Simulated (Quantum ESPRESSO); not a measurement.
## Collinear magnetic orders of FeO (Wuestite) with Quantum ESPRESSO

Does FeO (Wuestite) prefer parallel or opposed moments?

Calculated with Quantum ESPRESSO 7.5; PBEsol with U = 4.5 eV on Fe d (ortho-atomic projectors); plane waves with GBRV 1.5 PBEsol potentials, no spin-orbit coupling.

The database entry behind the starting cell differs from later determinations by our own check (inexact against later determinations), so it need not match the best structure at ambient conditions.

### 1. Set-up

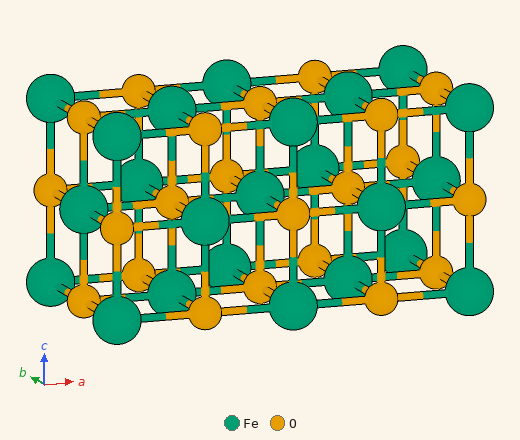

The cell as given, slightly off an axis (iron teal, oxygen orange). 2×1×1 cells are drawn. This picture shows the conventional cell, with its axes. Some periodic images of atoms are drawn too.

Coordinates:

```cif
data_structure
_symmetry_space_group_name_H-M 'Fm-3m'
_symmetry_Int_Tables_number 225
_cell_length_a 4.3108
_cell_length_b 4.3108
_cell_length_c 4.3108
_cell_angle_alpha 90.000
_cell_angle_beta 90.000
_cell_angle_gamma 90.000
_cell_volume 80.11
loop_
_atom_site_label
_atom_site_type_symbol
_atom_site_symmetry_multiplicity
_atom_site_Wyckoff_symbol
_atom_site_fract_x
_atom_site_fract_y
_atom_site_fract_z
_atom_site_occupancy
Fe1 Fe 4 a 0.00000 0.00000 0.00000 1
O1 O 4 b 0.50000 0.00000 0.00000 1
```

The cell comes from the Crystallography Open Database.

### 2. Run 1, typed as ferro +

The signs are those of the starting moments on the seeded atoms, the atoms that are given a moment.

pw.in

```
&CONTROL
  calculation = 'scf'
  prefix = 'pwscf'
  outdir = './tmp'
  pseudo_dir = './pseudo'
  disk_io = 'nowf'
/
&SYSTEM
  ibrav = 0
  nat = 2
  ntyp = 2
  ecutwfc = 40
  ecutrho = 280
  nbnd = 20
  occupations = 'smearing'
  smearing = 'fd'
  degauss = 0.00367493
  nspin = 2
  starting_magnetization(1) = 0.25
  starting_magnetization(2) = 0
/
&ELECTRONS
  conv_thr = 4d-09
  electron_maxstep = 150
  mixing_beta = 0.3
/
ATOMIC_SPECIES
Fe     55.8450 fe_pbesol_v1.5.uspp.F.UPF
O      15.9990 o_pbesol_v1.2.uspp.F.UPF
CELL_PARAMETERS angstrom
   0.0000000000    2.1554000000    2.1554000000
   2.1554000000    0.0000000000    2.1554000000
   2.1554000000    2.1554000000    0.0000000000
ATOMIC_POSITIONS crystal
Fe      0.0000000000    0.0000000000    0.0000000000
O       0.5000000000    0.5000000000    0.5000000000
K_POINTS automatic
8 8 8 0 0 0
HUBBARD {ortho-atomic}
U Fe-3d 4.5000
```

Command:

```console
> OMP_NUM_THREADS=1 mpirun -n 4 pw.x -nk 4 -in pw.in > pw.out
```

The program printed:

```text
Program PWSCF v.7.5 starts

     Message from routine setup:
     using ibrav=0 with symmetry is DISCOURAGED, use correct ibrav instead

     K-points division:     npool     =       4
     Subspace diagonalization in iterative solution of the eigenvalue problem:

     G-vector sticks info
     --------------------
     sticks:   dense  smooth     PW     G-vecs:    dense   smooth      PW
     Sum         649     367    121                10777     4645     893

     Using Slab Decomposition

     bravais-lattice index     =            0
     lattice parameter (alat)  =       5.7603  a.u.
     unit-cell volume          =     135.1482 (a.u.)^3
     number of atoms/cell      =            2
     number of atomic types    =            2
     number of electrons       =        22.00
     number of Kohn-Sham states=           20
     kinetic-energy cutoff     =      40.0000  Ry
     charge density cutoff     =     280.0000  Ry
     scf convergence threshold =      4.0E-09
     mixing beta               =       0.3000
     number of iterations used =            8  plain     mixing
     Exchange-correlation= SLA  PW   PSX  PSC
                           (   1   4  10   8   0   0   0)
     Hubbard projectors: ortho-atomic
     Hubbard parameters of DFT+U (Dudarev formulation) in eV:
     U(Fe-3d) =  4.5000

     Internal variables: lda_plus_u =T, lda_plus_u_kind = 0

     Internal variables: orbital_resolved =F, hub_pot_fix =F, apply_U = F

     celldm(1)=   5.760255  celldm(2)=   0.000000  celldm(3)=   0.000000
     celldm(4)=   0.000000  celldm(5)=   0.000000  celldm(6)=   0.000000

     crystal axes: (cart. coord. in units of alat)
               a(1) = (   0.000000   0.707107   0.707107 )
               a(2) = (   0.707107   0.000000   0.707107 )
               a(3) = (   0.707107   0.707107   0.000000 )

     reciprocal axes: (cart. coord. in units 2 pi/alat)
               b(1) = ( -0.707107  0.707107  0.707107 )
               b(2) = (  0.707107 -0.707107  0.707107 )
               b(3) = (  0.707107  0.707107 -0.707107 )

     PseudoPot. # 1 for Fe read from file:
     fe_pbesol_v1.5.uspp.F.UPF
     Pseudo is Ultrasoft + core correction, Zval = 16.0
     Generated by new atomic code, or converted to UPF format
     Using radial grid of  861 points,  6 beta functions with:
                l(1) =   0
                l(2) =   0
                l(3) =   1
                l(4) =   1
                l(5) =   2
                l(6) =   2
     Q(r) pseudized with  8 coefficients,  rinner =    1.000   1.000   1.000
                                                       1.000   1.000

     PseudoPot. # 2 for O  read from file:
     o_pbesol_v1.2.uspp.F.UPF
     Pseudo is Ultrasoft + core correction, Zval =  6.0
     Generated by new atomic code, or converted to UPF format
     Using radial grid of  737 points,  5 beta functions with:
                l(1) =   0
                l(2) =   0
                l(3) =   1
                l(4) =   1
                l(5) =   2
     Q(r) pseudized with  8 coefficients,  rinner =    0.900   0.900   0.900
                                                       0.900   0.900

     atomic species   valence    mass     pseudopotential
     Fe               16.00    55.84500     Fe( 1.00)
     O                 6.00    15.99900     O ( 1.00)

     Starting magnetic structure
     atomic species   magnetization
     Fe              0.250
     O               0.000

     48 Sym. Ops., with inversion, found

   Cartesian axes

     site n.     atom                  positions (alat units)
         1        Fe     tau(   1) = (   0.0000000   0.0000000   0.0000000  )
         2        O      tau(   2) = (   0.7071068   0.7071068   0.7071068  )

     number of k points=    29  Fermi-Dirac smearing, width (Ry)=  0.0037
                       cart. coord. in units 2pi/alat
        k(    1) = (   0.0000000   0.0000000   0.0000000), wk =   0.0019531
        k(    2) = (   0.0883883   0.0883883  -0.0883883), wk =   0.0156250
        k(    3) = (   0.1767767   0.1767767  -0.1767767), wk =   0.0156250
        k(    4) = (   0.2651650   0.2651650  -0.2651650), wk =   0.0156250
        k(    5) = (  -0.3535534  -0.3535534   0.3535534), wk =   0.0078125
        [... 24 further k-points ...]

     Dense  grid:    10777 G-vectors     FFT dimensions: (  32,  32,  32)

     Smooth grid:     4645 G-vectors     FFT dimensions: (  24,  24,  24)

     Check: negative core charge=   -0.000047
     Generating pointlists ...
     new r_m :   0.2917 (alat units)  1.6802 (a.u.) for type    1
     new r_m :   0.2917 (alat units)  1.6802 (a.u.) for type    2

     Initial potential from superposition of free atoms

     starting charge      21.0000, renormalised to      22.0000

     STARTING HUBBARD OCCUPATIONS:

     =================== HUBBARD OCCUPATIONS ===================
     ------------------------ ATOM    1 ------------------------
     Tr[ns(  1)] (up, down, total) =   5.00000  0.00000  5.00000
     Atomic magnetic moment for atom   1 =   5.00000
     [... lines left out ...]
     Number of occupied Hubbard levels =    5.0000

     Atomic wfc used for Hubbard projectors are orthogonalized

     Starting wfcs are   17 randomized atomic wfcs +    3 random wfcs

     Self-consistent Calculation

     iteration #  1     ecut=    40.00 Ry     beta= 0.30
     Davidson diagonalization with overlap
     ethr =  1.00E-02,  avg # of iterations =  5.2

     =================== HUBBARD OCCUPATIONS ===================
     ------------------------ ATOM    1 ------------------------
     Tr[ns(  1)] (up, down, total) =   4.86257  0.64441  5.50698
     Atomic magnetic moment for atom   1 =   4.21816
     [... lines left out ...]
     Number of occupied Hubbard levels =    5.5070

     total energy              =    -282.02183178 Ry
     estimated scf accuracy    <       0.81964134 Ry

     total magnetization       =     4.37 Bohr mag/cell
     absolute magnetization    =     4.38 Bohr mag/cell

     iteration #  2     ecut=    40.00 Ry     beta= 0.30
     Davidson diagonalization with overlap
     ethr =  3.73E-03,  avg # of iterations =  1.8

     total energy              =    -282.23077810 Ry
     estimated scf accuracy    <       0.11001056 Ry

     total magnetization       =     4.00 Bohr mag/cell
     absolute magnetization    =     4.01 Bohr mag/cell

     iteration #  3     ecut=    40.00 Ry     beta= 0.30
     Davidson diagonalization with overlap
     ethr =  5.00E-04,  avg # of iterations =  1.4

     total energy              =    -282.24944980 Ry
     estimated scf accuracy    <       0.01502843 Ry

     total magnetization       =     4.03 Bohr mag/cell
     absolute magnetization    =     4.04 Bohr mag/cell

     [... further iterations left out ...]

     iteration #  8     ecut=    40.00 Ry     beta= 0.30
     Davidson diagonalization with overlap
     ethr =  8.53E-09,  avg # of iterations =  2.0

     total energy              =    -282.25469045 Ry
     estimated scf accuracy    <       0.00000049 Ry

     total magnetization       =     4.00 Bohr mag/cell
     absolute magnetization    =     4.04 Bohr mag/cell

     iteration #  9     ecut=    40.00 Ry     beta= 0.30
     Davidson diagonalization with overlap
     ethr =  2.22E-09,  avg # of iterations =  1.9

     total energy              =    -282.25469070 Ry
     estimated scf accuracy    <       0.00000002 Ry

     total magnetization       =     4.00 Bohr mag/cell
     absolute magnetization    =     4.04 Bohr mag/cell

     iteration # 10     ecut=    40.00 Ry     beta= 0.30
     Davidson diagonalization with overlap
     ethr =  8.42E-11,  avg # of iterations =  2.0

     total energy              =    -282.25469078 Ry
     estimated scf accuracy    <       0.00000001 Ry

     total magnetization       =     4.00 Bohr mag/cell
     absolute magnetization    =     4.04 Bohr mag/cell

     iteration # 11     ecut=    40.00 Ry     beta= 0.30
     Davidson diagonalization with overlap
     ethr =  4.68E-11,  avg # of iterations =  1.3

     Magnetic moment per site  (integrated on atomic sphere of radius R)
     atom   1 (R=0.292)  charge= 13.5038  magn=  3.5836
     atom   2 (R=0.292)  charge=  5.8410  magn=  0.2287

     End of self-consistent calculation

     =================== HUBBARD OCCUPATIONS ===================
     ------------------------ ATOM    1 ------------------------
     Tr[ns(  1)] (up, down, total) =   4.95323  1.17446  6.12769
     Atomic magnetic moment for atom   1 =   3.77876
     [... lines left out ...]
     Number of occupied Hubbard levels =    6.1277

     [... lines left out ...]
     the Fermi energy is    15.0041 ev

!    total energy              =    -282.25469085 Ry
     estimated scf accuracy    <          6.0E-11 Ry
     smearing contrib. (-TS)   =      -0.00086682 Ry
     internal energy E=F+TS    =    -282.25382403 Ry

     The total energy is F=E-TS. E is the sum of the following terms:
     one-electron contribution =    -136.36574845 Ry
     hartree contribution      =      80.23339100 Ry
     xc contribution           =     -36.23922878 Ry
     ewald contribution        =    -190.02755602 Ry
     Hubbard energy            =       0.14531821 Ry

     total magnetization       =     4.00 Bohr mag/cell
     absolute magnetization    =     4.04 Bohr mag/cell

     convergence has been achieved in  11 iterations

=------------------------------------------------------------------------------=
   JOB DONE.
=------------------------------------------------------------------------------=
```

Run time: 3.6 s. Hardware: 4 MPI ranks of Arm Neoverse V2, shared host; peak memory 0.25 GiB; 14 s of CPU time.

Spin moment in the atom's sphere by atom:

| atom | spin moment in the atom's sphere (μB) |
| --- | --- |
| Fe1 | 3.58 |
| O2 | 0.23 |

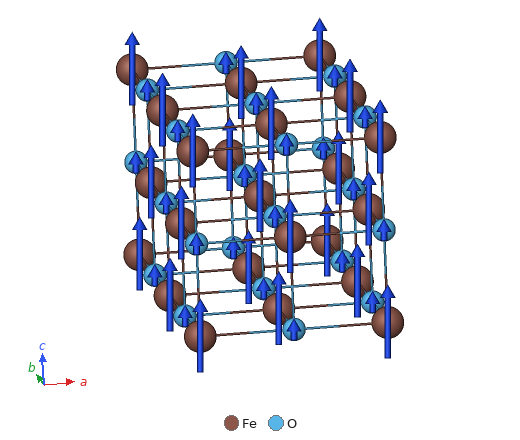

Spin moment in the atom's sphere as arrows, the longest 3.58 μB. Up and down stand for the sign. Arrows give size and sign along the axis of quantisation, drawn up and down the page. Each arrow also spans its atom, so small moments look longer than they are. 1×2×1 conventional cells are drawn. Some periodic images of atoms are drawn too.

Numbers from this step:

```
smearing term TS       : 0.01179 eV
magnetization          : 4.004 μB
absolute magnetization : 4.043 μB
final state            : ferromagnetic
```

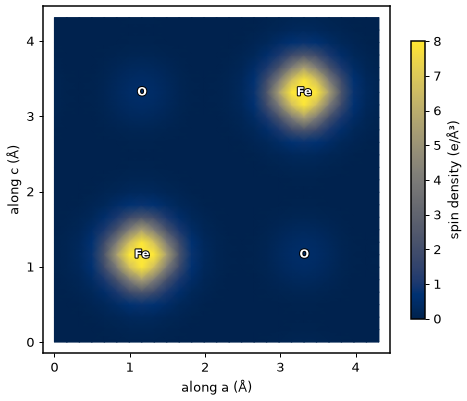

Spin density in the ac plane of the conventional cell at fractional y = 0.000, with atoms of Fe and O within 0.2 Å of it. The map starts off the cell's origin, so that atoms lie inside it.

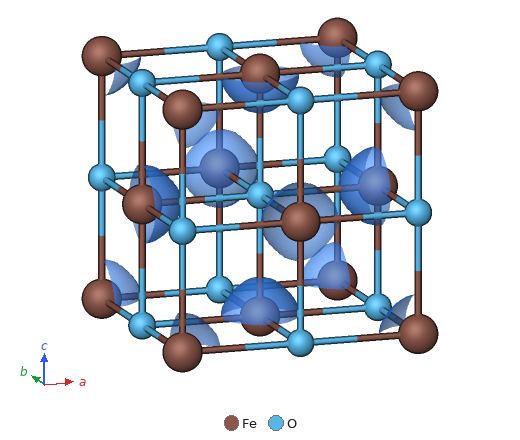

Surface of spin density = 0.69 e/Å³, which holds about 70 % of the integral of its size.

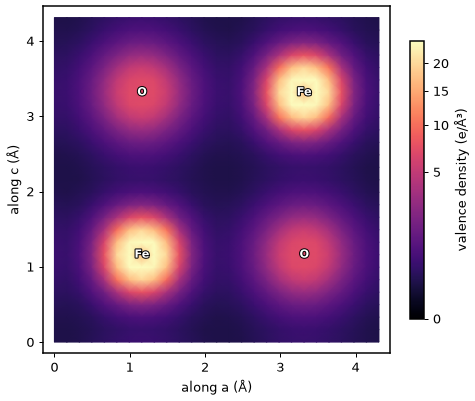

Valence density in the ac plane of the conventional cell at fractional y = 0.000, with atoms of Fe and O within 0.2 Å of it. It is the smooth field of the valence electrons, not physical close to the nuclei. The map starts off the cell's origin, so that atoms lie inside it. The colour scale is stretched toward low values.

(Part 1 of 2 ends here.)

[Logs and program files are shortened in this print: banners, set-up blocks, solver, clock and traceback lines can be left out without a mark of their own.]

[Logs are printed without paths, hosts, clocks, repeated set-up lines and the standing remarks that a program may print on its own settings, such as how far it seeks lower states.]

[Hosts, paths, dates, database ids (printed as entryN), source tags and the programs' standing remarks are cut or masked in the printed files.]

[Where a cell is said to come from a database of computed structures, the database is the Materials Project.]
